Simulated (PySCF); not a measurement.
# C6H3B (SMILES C#CB(C#C)C#C) at 6 levels

Wanted: a comparison of 6 runs (HF/3-21G, HF/def2-SVP, B3LYP/6-31G*, PBE0/def2-SVP, CCSD(T)/6-31G*) of C6H3B. The job is set up through a Python script.

The results are computed with PySCF 2.14.0.

### 1 The structure to begin with

The species is C6H3B (10 atoms), meant as a singlet with charge 0. SMILES: `C#CB(C#C)C#C`. The coordinates come from a PBE0-D4/def2-TZVP relaxation.

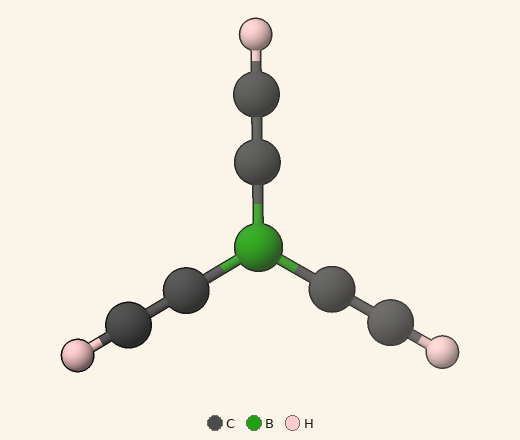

Viewed from a chosen angle; carbon dark grey, boron green, hydrogen pink.

### 2 Energy and gradient at HF/3-21G (run 1)

Contents of job.py:

```python
# C#CB(C#C)C#C
from pyscf import gto

mol = gto.M(
    atom='''
C        0.128800      -2.602700       0.802200
C        0.074900      -1.450500       0.446400
B        0.007900      -0.005400       0.000100
C       -1.278800       0.776700       0.156900
C       -2.304500       1.400800       0.282000
C        1.228000       0.657800      -0.602800
C        2.200900       1.186700      -1.083300
H        0.176200      -3.620000       1.116500
H       -3.210100       1.951700       0.392500
H        3.059900       1.653700      -1.507500
''',
    max_memory=1860,
    basis='3-21g',
    verbose=3,
)

mf = mol.RHF()
mf.conv_tol = 1e-10
mf.kernel()
if not mf.converged:
    mf = mf.newton().run(mf.mo_coeff, mf.mo_occ)

etot = mf.e_tot
print(f'total energy: {etot:.8f} hartree')
grad = mf.nuc_grad_method().kernel()
mf.analyze()
```

Started as:

```console
$ OMP_NUM_THREADS=1 python job.py
```

What it wrote:

```text
converged SCF energy = -252.090076237888
[... 15 lines left out ...]
MO #6   energy= -11.1690961857875  occ= 2
[... 8 lines left out ...]
MO #15  energy= -0.621695308212051 occ= 2
[... 8 lines left out ...]
MO #24  energy= 0.185340853670985  occ= 0
[... 8 lines left out ...]
MO #33  energy= 0.412687842159321  occ= 0
[... 8 lines left out ...]
MO #42  energy= 0.852582805142572  occ= 0
[... 8 lines left out ...]
MO #51  energy= 1.19036076957526   occ= 0
[... 8 lines left out ...]
MO #60  energy= 1.47271908043208   occ= 0
[... 8 lines left out ...]
MO #69  energy= 2.44281951232694   occ= 0
[... 11 lines left out ...]
Dipole moment(X, Y, Z, Debye):  0.00058,  0.00080,  0.00066
```

Wall time 3.3 s (1 thread of Intel Xeon at 2.70GHz, shared host); peak memory 0.14 GiB.

### 3 Energy and forces at HF/def2-SVP (run 2)

Contents of run.py:

```python
from pyscf import gto, scf

mol = gto.M(
    atom='''
C      0.243397    -4.918390     1.515938
C      0.141540    -2.741048     0.843574
B      0.014929    -0.010205     0.000189
C     -2.416582     1.467750     0.296498
C     -4.354874     2.647128     0.532903
C      2.320584     1.243062    -1.139127
C      4.159098     2.242538    -2.047140
H      0.332970    -6.840809     2.109879
H     -6.066210     3.688178     0.741718
H      5.782373     3.125040    -2.848762
''',
    charge=0,
    max_memory=1860,
    verbose=3,
    basis='def2-svp',
    unit='bohr',
)

mf = scf.RHF(mol)
mf.conv_tol = 1e-10
mf.kernel()
if not mf.converged:
    mf = mf.newton().run(mf.mo_coeff, mf.mo_occ)

energy = mf.e_tot
print(f'total energy: {energy:.8f} hartree')
grad = mf.nuc_grad_method().kernel()
mf.analyze()
```

Started as:

```console
$ OMP_NUM_THREADS=1 python run.py
```

What it wrote:

```text
converged SCF energy = -253.286035321107
[... 10 lines left out ...]
MO #1   energy= -11.2568052405979  occ= 2
[... 13 lines left out ...]
MO #15  energy= -0.626687293232298 occ= 2
[... 13 lines left out ...]
MO #29  energy= 0.209616237438363  occ= 0
[... 13 lines left out ...]
MO #43  energy= 0.695958902746317  occ= 0
[... 13 lines left out ...]
MO #57  energy= 0.988953380385531  occ= 0
[... 13 lines left out ...]
MO #71  energy= 1.52679721111292   occ= 0
[... 13 lines left out ...]
MO #85  energy= 1.87109404448944   occ= 0
[... 13 lines left out ...]
MO #99  energy= 2.42855278531632   occ= 0
[... 13 lines left out ...]
MO #113 energy= 4.14229678251541   occ= 0
[... 11 lines left out ...]
Dipole moment(X, Y, Z, Debye):  0.00057,  0.00077,  0.00058
```

Wall time 13 s (1 thread of Intel Xeon at 2.70GHz, shared host); peak memory 0.27 GiB.

Runs 3 to 5 aren't shown in full; the table further down has their settings and results.

### 4 The energy at CCSD(T)/6-31G(d) (spherical functions) (run 6)

Contents of geometry.xyz:

```xyz
10

C      0.128800    -2.602700     0.802200
C      0.074900    -1.450500     0.446400
B      0.007900    -0.005400     0.000100
C     -1.278800     0.776700     0.156900
C     -2.304500     1.400800     0.282000
C      1.228000     0.657800    -0.602800
C      2.200900     1.186700    -1.083300
H      0.176200    -3.620000     1.116500
H     -3.210100     1.951700     0.392500
H      3.059900     1.653700    -1.507500
```

Contents of job.py:

```python
from pyscf import gto, scf, cc

system = gto.M(
    atom='geometry.xyz',
    charge=0,
    max_memory=1860,
    verbose=4,
    basis='6-31g*',
)

mf = scf.RHF(system)
mf.conv_tol = 1e-10
mf.kernel()
if not mf.converged:
    mf = mf.newton().run(mf.mo_coeff, mf.mo_occ)

mycc = cc.CCSD(mf, frozen=7)
mycc.kernel()
e_t = mycc.ccsd_t()
etot = mycc.e_tot + e_t
print('E = %.10f Eh' % etot)
mf.analyze()
```

Started as:

```console
$ OMP_NUM_THREADS=1 python job.py
```

What it wrote:

```text
PySCF version 2.14.0

[... 66 lines left out ...]
converged SCF energy = -253.476036021322
[... 44 lines left out ...]
MO #6   energy= -11.2193427679703  occ= 2
[... 13 lines left out ...]
MO #20  energy= -0.391064898897823 occ= 2
[... 13 lines left out ...]
MO #34  energy= 0.469179492629682  occ= 0
[... 13 lines left out ...]
MO #48  energy= 0.842372241680699  occ= 0
[... 13 lines left out ...]
MO #62  energy= 1.37575858939894   occ= 0
[... 13 lines left out ...]
MO #76  energy= 1.82464930589644   occ= 0
[... 13 lines left out ...]
MO #90  energy= 2.32332356663837   occ= 0
[... 13 lines left out ...]
MO #104 energy= 3.80127276583046   occ= 0
[... 117 lines left out ...]
Dipole moment(X, Y, Z, Debye):  0.00046,  0.00073,  0.00058
```

Wall time 68 s (1 thread of Intel Xeon at 2.70GHz, shared host); peak memory 0.8 GiB.

### 5 Overview of the runs

```csv
run,level,integration grid,Cartesian functions,energy (Eh),dipole moment (D) of the reference,HOMO energy (eV),LUMO energy (eV),wall time
1,HF/3-21G,–,no,-252.090076,0.00,-10.64,1.01,3.3 s
2,HF/def2-SVP,–,no,-253.286035,0.00,-10.73,0.77,13 s
3,B3LYP/6-31G* (spherical functions),5,no,-255.107147,0.00,-7.40,-2.59,47 s
4,B3LYP/6-31G* (Cartesian functions),5,yes,-255.112896,0.00,-7.40,-2.59,53 s
5,PBE0/def2-SVP,5,no,-254.592985,0.00,-8.01,-2.77,46 s
6,CCSD(T)/6-31G* (spherical functions),–,no,-254.347825,0.00,-10.45,1.06,68 s
```

### 6 Results

```
                                          quantity          value
                               run 6: total energy  -254.34782 Eh
       run 6: dipole moment (Hartree–Fock density)         0.00 D
        run 6: HOMO energy (Hartree–Fock orbitals)      -10.45 eV
        run 6: LUMO energy (Hartree–Fock orbitals)        1.06 eV
      run 6: HOMO–LUMO gap (Hartree–Fock orbitals)       11.52 eV
run 6: correlation energy (7 core orbitals frozen)     -871.8 mEh
                             run 6: (T) correction     -40.23 mEh
                              run 6: T1 diagnostic          0.016
```

What this shows: Over runs 1, 2, 3, 4, 5 the HOMO–LUMO gap runs from 4.81 eV (B3LYP/6-31G*) to 11.65 eV (HF/3-21G). The two ends differ in method and basis. Totals of different functionals can't be ranked against each other. All runs together took 3.8 min, the longest 68 s.
